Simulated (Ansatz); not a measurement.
# H2CClF (P2_1): a many-body input that goes wrong, and its mend

A first try at the G0W0 gap of H2CClF (P2_1), what the program said, and an input that works.

Method: G0W0 on PBE, plane waves, PAW; PAW set soft_1, in Ansatz 0.2.0.

### 1. The structure

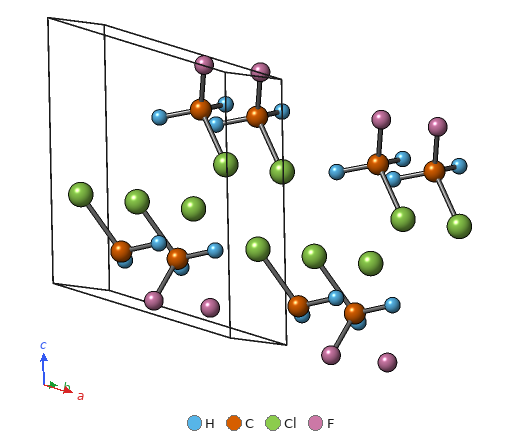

The starting structure, seen slightly off an axis (hydrogen blue, carbon orange, chlorine green, fluorine pink). 2×2×1 cells are drawn. Bonds to atoms that aren't drawn are left out. Some periodic images of atoms are drawn too.

Geometry: measured cell, ions relaxed with PBE. The runs that relaxed it are not among those shown.

### 2. First try

input.yaml reads:

```yaml
crystal:
  lattice:
    - [5.0206, 0.0, 0.0]
    - [0.0, 4.1477, 0.0]
    - [-2.1143188253, 0.0, 6.4288463713]
  atoms:
    - { symbol: H, position: [0.2852960594, 0.3914791351, 0.1553943381] }
    - { symbol: H, position: [0.7147039406, 0.8914791351, 0.8446056619] }
    - { symbol: H, position: [0.5707653094, 0.1078566959, 0.2708502709] }
    - { symbol: H, position: [0.4292346906, 0.6078566959, 0.7291497291] }
    - { symbol: C, position: [0.3460283809, 0.1408088981, 0.1943138297] }
    - { symbol: C, position: [0.6539716191, 0.6408088981, 0.8056861703] }
    - { symbol: Cl, position: [0.1663619786, 0.0024810456, 0.3682784982] }
    - { symbol: Cl, position: [0.8336380214, 0.5024810456, 0.6317215018] }
    - { symbol: F, position: [0.264389849, 0.9578742253, 0.0148699962] }
    - { symbol: F, position: [0.735610151, 0.4578742253, 0.9851300038] }
kpoints:
  mp_grid: { grid: [2, 4, 2] }
hamiltonian:
  xc: pbe
  pseudopotentials: { kind: paw, azcp: { folder: soft_1 } }
scf:
  occupations: { method: fermi_dirac, width: 1.0 }
gw:
  n_empty_bands: 141
  ecut_chi: 60
  qp_bands: [v3, c3]
  qp_kpoints: band_edges
  screening: { model: contour_deformation }
```

The run is started by

```bash
> ansatz run input.yaml --threads 2 --pin off --max-ram 92160MiB --backend cuda --events-out ev --progress --plain --runs-dir out --devices 1 --max-vram 13GiB
```

Numbers of over 12 decimals in the logs are rounded to 6 here.

The log of the run:

```text
band count auto-derived: 45, from the close of a first SCF at 30 (N_el = 40.0; filled up to band 20; 30 by the electrons, moments and atoms)
GPUs: using 1 of 1 available (devices: 1).
Engine: ansatz 0.2.0, x86_64-unknown-linux-gnu
Pseudopotentials: kind: paw
Pseudopotential: H, paw, valence charge 1, recommended cutoff 420 eV (normal), soft_1/H.paw.azcp
Pseudopotential: C, paw, valence charge 4, recommended cutoff 420 eV (normal), soft_1/C.paw.azcp
Pseudopotential: Cl, paw, valence charge 7, recommended cutoff 420 eV (normal), soft_1/Cl.paw.azcp
Pseudopotential: F, paw, valence charge 7, recommended cutoff 420 eV (normal), soft_1/F.paw.azcp
Functional definition: PBE
  parameter kappa = 0.804
  parameter beta = 0.066725
  exchange = pbe_x(kappa = kappa, mu = beta*pi^2/3)
  correlation = pbe_c(beta = beta)
device memory: the entry about to start is reckoned to put 1.0 GiB on a device that reports 56.9 GiB free (of which the cap on the GPU budget leaves the run 13.0 GiB)
GPU FFT provider: cuFFT
GPU libraries: cuBLAS 13.8.2, cuFFT 12.4.0, cuSOLVER 12.3.4
Crystal: 10 atoms, lattice volume = 133.874 Å³
Basis set: ecut = 420 eV, 2603 PW (Γ)
Bands: 30, of which v1, the nominal top of the filled ones, is band 20 counted from 1 (19 counted from 0)
Symmetry: 2 space group operations
Space group: P21 (ITA 4), of the structure as read, at distance tolerance 5.1e-5 Å
k-points: 12 of 16 (time reversal used)
Non-local potential: H, projectors of the file, l = 0: 2, l = 1: 1
Non-local potential: C, projectors of the file, l = 0: 2, l = 1: 2, l = 2: 1
Non-local potential: Cl, projectors of the file, l = 0: 2, l = 1: 2, l = 2: 1
Non-local potential: F, projectors of the file, l = 0: 2, l = 1: 2, l = 2: 1
PAW form: soft (Blöchl's): semilocal exchange-correlation on the pseudo side does not see the compensation charge
PAW one-centre angular grid: H, 110 points (default); XC on 64 Gauss nodes
PAW one-centre angular grid: C, 110 points (default); XC on 64 Gauss nodes
PAW one-centre angular grid: Cl, 110 points (default); XC on 64 Gauss nodes
PAW one-centre angular grid: F, 110 points (default); XC on 64 Gauss nodes
Initial density: superposition of atomic densities (chi_scale 0.1, normalization cell, long waves kept (reshape's long-wave potential 0.59 eV rms))
Initial wavefunctions: pseudopotential atomic-orbital guess
GPU buffer pool allocated for 51840 grid points (all kernels)
GPU transforms: local potential and band sums: pruned to the plane-wave sphere, on 36×27×45
Functional: x = pbe(κ = 0.804, μ = 0.219515), c = pbe(β = 0.066725)
SCF iter   1: F=—  HF=-4348.527888 eV  |F-HF|=—  |Δ(HF+E_count)|=         —  Δρ=1.31e-1  dr2=2.37e1  ethr=3.10e-3  ⟨swp⟩=7.2  Hψ=1975  notcnv=0
[...]
GPU FFT provider: cuFFT
GPU libraries: cuBLAS 13.8.2, cuFFT 12.4.0, cuSOLVER 12.3.4
Bands: 45, of which v1, the nominal top of the filled ones, is band 20 counted from 1 (19 counted from 0)
Initial density: handed on by an earlier stage of this run
GPU buffer pool allocated for 51840 grid points (all kernels)
GPU transforms: local potential and band sums: pruned to the plane-wave sphere, on 36×27×45
iter 1 solved again at ethr=4.31e-6 eV; its pass at ethr=3.10e-3 eV (dr2=1.72e-3 eV) is discarded
SCF iter   1: F=—  HF=-4342.063907 eV  |F-HF|=—  |Δ(HF+E_count)|=         —  Δρ=1.01e-5  dr2=1.96e-7  ethr=4.31e-6  ⟨swp⟩=3.1  Hψ=4065  notcnv=0
eigensolver tolerance schedule: the retry pair's looser diagonalisation over-reported the residual by 8782.78 of it (diagonalisation noise at an unbounded share of the residual, at the tolerance the schedule requests for it); recorded, not acted on — ethr = c·dr2/N_el stays at c = 1.0e-1
preconditioner: auto → Resta (q_TF=auto, 2.231 Å⁻¹)  ε∞=2.2  [insulator: Δε(μ)=6.052 eV  Ē_g=17.829 eV  σ=1.000 eV  W_gap=0.90  n_scr=26 (ndim 8)  ℏωp=19.3 eV  f_vac=0.099  D(μ)=0.43/eV (n_scr^D=0)  ε∞_Penn≈2.2]
SCF iter   2: F=-4342.063906 eV  HF=-4342.063906 eV  |F-HF|=1.70e-8  |Δ(HF+E_count)|=   1.19e-6  Δρ=5.05e-6  dr2=2.79e-8  ethr=2.50e-10  ⟨swp⟩=6.8  Hψ=2491  notcnv=0
SCF 2 converged in 2 iterations: F = -4342.063906 eV  dr2 = 2.79e-8
device memory: the entry about to start is reckoned to put 1.7 GiB on a device that reports 54.3 GiB free (of which the cap on the GPU budget leaves the run 13.0 GiB)
NSCF: frozen V_eff on 12 k-points
[...]
device memory: the entry about to start is reckoned to put 2.9 GiB on a device that reports 54.3 GiB free (of which the cap on the GPU budget leaves the run 13.0 GiB)
NSCF: frozen V_eff on 12 k-points
SCF converged after 11 iterations (9 of them on 30 bands)
Free energy (F): -4342.063906 eV
Harris-Foulkes:  -4342.063906 eV  (|F-HF|=1.70e-8)
Internal energy: -4339.895046 eV  (E = F + TS)
E sigma→0 (E₀):  -4340.979476 eV
Entropy (-TS):   -2.168860 eV (-216.886 meV/atom)
Fermi energy:    2.607361 eV
--- Per-component energies (eV) ---
  E_band       = -301.776446
  E_kinetic    = 927.704250
  E_local      = -2730.228363  (includes V_loc(G=0)·N_el)
  E_nonlocal   = 286.363019
  E_hartree    = 985.786883
  E_xc         = -495.474965
  E_vxc        = -587.982392  (∫ρ·V_xc dr)
  E_paw        = -1929.864941  (= ΣΔE_a)
  E_vpaw       = -169.205793  (= ΣTr[D̂ρ^β])
  E_aug_tail   = -0.002837  (compensation charges beyond the density's cutoff)
  E_ewald      = -1384.178092
  E_smearing   = -2.168860  (= −TS)
  E_closure    = 0.000000  (closes the sum)
  Σ components = -4342.063906   (vs F -4342.063906, Δ=0.00e0)
--- Band table (eV; the first three rows and the last of 12) ---
  k-point 0: bands = [... 16 lower, -1.4714, -1.4556, -1.4361, -0.9664, 5.7086, 5.9409, 6.4355, 7.5602, ... 21 higher]
  k-point 1: bands = [... 16 lower, -1.6161, -1.3350, -1.3283, -1.0034, 5.7803, 5.8022, 6.6763, 7.0096, ... 21 higher]
  k-point 2: bands = [... 16 lower, -1.5492, -1.4897, -1.3003, -0.9407, 5.6676, 5.9604, 6.7625, 7.6541, ... 21 higher]
  k-point 11: bands = [... 16 lower, -1.4807, -1.4807, -0.7093, -0.7093, 5.8866, 5.8866, 7.1732, 7.1732, ... 21 higher]
```

Run time: 6.5 s. Hardware: 1 × NVIDIA H100 80GB HBM3 (shared by 6 runs) with 2 threads of AMD EPYC 7R13 (Zen 3), shared host; peak memory 1 GiB.

In the SCF lines HF is the Harris–Foulkes energy and dr2 the Hartree energy of the density residual, in eV; the loop may stop once dr2 is under the threshold and the program's other checks hold. Hψ counts applications of the Hamiltonian.

**What went wrong?**

The self-consistent loop converged; the step after it was not made.

The fault: smeared occupations of electronvolts. A wide smearing fills conduction states and empties valence ones, so the start is no longer the insulator.

### 3. A better input

Now the one-shot GW correction: screening in the RPA, then the self-energy of the levels asked for. This step takes PAW set soft_1 files.

input.yaml: that of step 2 with these lines changed.

```diff
@@ -22,6 +22,6 @@
 scf:
-  occupations: { method: fermi_dirac, width: 1.0 }
+  occupations: { method: fixed }
 gw:
-  n_empty_bands: 141
-  ecut_chi: 60
+  n_empty_bands: 107
+  ecut_chi: 50
   qp_bands: [v3, c3]
```

The log of the run:

```text
GPUs: using 1 of 1 available (devices: 1).
[...]
GPU FFT provider: cuFFT
GPU libraries: cuBLAS 13.8.2, cuFFT 12.4.0, cuSOLVER 12.3.4
Crystal: 10 atoms, lattice volume = 133.874 Å³
Basis set: ecut = 420 eV, 2603 PW (Γ)
Bands: 30, of which v1, the nominal top of the filled ones, is band 20 counted from 1 (19 counted from 0)
Symmetry: 2 space group operations
[...]
k-points: 12 of 16 (time reversal used)
[...]
GPU buffer pool allocated for 51840 grid points (all kernels)
[...]
SCF iter   1: F=—  HF=-4347.519654 eV  |F-HF|=—  |Δ(HF+E_count)|=         —  Δρ=1.23e-1  dr2=1.88e1  ethr=3.10e-3  ⟨swp⟩=5.0  Hψ=1531  notcnv=0  defer=95
[...]
SCF iter   9: F=-4341.607932 eV  HF=-4341.607932 eV  |F-HF|=2.15e-8  |Δ(HF+E_count)|=   5.81e-7  Δρ=2.59e-6  dr2=1.09e-8  ethr=2.50e-10  ⟨swp⟩=12.8  Hψ=1916  notcnv=0
SCF 1 converged in 9 iterations: F = -4341.607932 eV  dr2 = 1.09e-8
[...]
0    18     -1.3806   -21.8595     3.0920   -16.9521  0.8190    -3.2305    -3.1958  root
     0    19     -1.3600   -20.8088     2.9738   -15.9887  0.8199    -3.2432    -3.2063  root
     0    20     -0.8927   -21.1926     2.8947   -16.5461  0.8239    -2.6747    -2.6444  root
     0    21      5.7080    -8.7262    -3.3634   -14.4294  0.8444     8.0941     8.0479  root
     0    22      5.9461    -8.8679    -3.4440   -14.6990  0.8415     8.3837     8.3331  root
     0    23      6.4454    -5.9888    -3.1836   -10.7007  0.8633     7.9906     7.9737  root
     1    18     -1.2672   -21.5176     3.0197   -16.6669  0.8224    -3.1326    -3.0982  root
     1    19     -1.2529   -20.8134     2.9614   -16.0130  0.8209    -3.1280    -3.0918  root
[...]
11    20     -0.6492   -21.9100     3.0124   -17.1229  0.8269    -2.4538    -2.4238  root
    11    21      5.8875    -9.3124    -3.4824   -15.2563  0.8404     8.4030     8.3490  root
    11    22      5.8875    -9.3124    -3.4824   -15.2563  0.8404     8.4030     8.3490  root
    11    23      7.1797    -7.0181    -3.4115   -12.4385  0.8539     9.2226     9.1885  root
[key lines of the parts left out:]
SCF converged after 9 iterations
Free energy (F): -4341.607932 eV
Fermi energy:    -0.643257 eV
```

Elapsed: 9.3 s, on 1 × NVIDIA H100 80GB HBM3 (shared by 6 runs) with 2 threads; peak memory 1.1 GiB.

Numbers from this step:

| Property | Result |
| --- | --- |
| bands summed | 127 |
| RPA ε∞ on this mesh (eigenvalues) | 2.028, 2.037, 2.389 |
| plane waves in the screening matrix | 111 |
| q-points in the mesh | 16 |
| G0W0 gap on the mesh | 10.03 eV |
| k of the valence top | -0.5, -0.5, -0.5 |
| k of the conduction bottom | -0.5, 0, 0 |
| starting gap on the mesh | 5.994 eV |
| Z at the valence top | 0.8269 |
| Z at the conduction bottom | 0.8454 |
| least direct G0W0 gap on the computed points | 10.04 eV |

The gap on the mesh goes from 5.99 eV to 10.03 eV, a correction of +4.04 eV. Between the two edge states, bare exchange in place of the xc potential would open the gap by 10.45 eV, and correlation takes back 6.42 eV.

### 4. What came out

| Property | Result |
| --- | --- |
| first try | the many-body step was refused after 6.5 s |
| better run | G0W0 gap on the mesh 10.03 eV (2×4×2 mesh, 107 empty bands, screening to 50 eV, PAW set soft_1 files) |

What this shows: The second run differs in: empty bands, screening cutoff (eV) and smearing (eV). Bands and cutoff are finite, so the gap is not at the basis limit. The miss can reach some tenths of an eV and take either sign; the mesh is an error of its own. The 2×4×2 mesh is coarse for this cell (its supercell is 10 Å along the shortest edge). The RPA ε∞ on it, from the PBE start, is 2.03, 2.04 and 2.39; such meshes misread the long-range screening, most where the gap is narrow.

[Paths, hosts, dates, memory and timing lines, banners, echoed tables and standing remarks are left out of the program output.]

[Logs are printed without paths, hosts, clocks, repeated set-up lines and the standing remarks that a program may print on its own settings, such as how far it seeks lower states.]

[Runs of the session that timed out or met a known fault of the program may be left out.]

[Cells called generated may have been cut or substituted from an entry of the Crystallography Open Database or the Materials Project.]

[Hosts, paths, dates, database ids (printed as entryN), source tags and the programs' standing remarks are cut or masked in the printed files.]
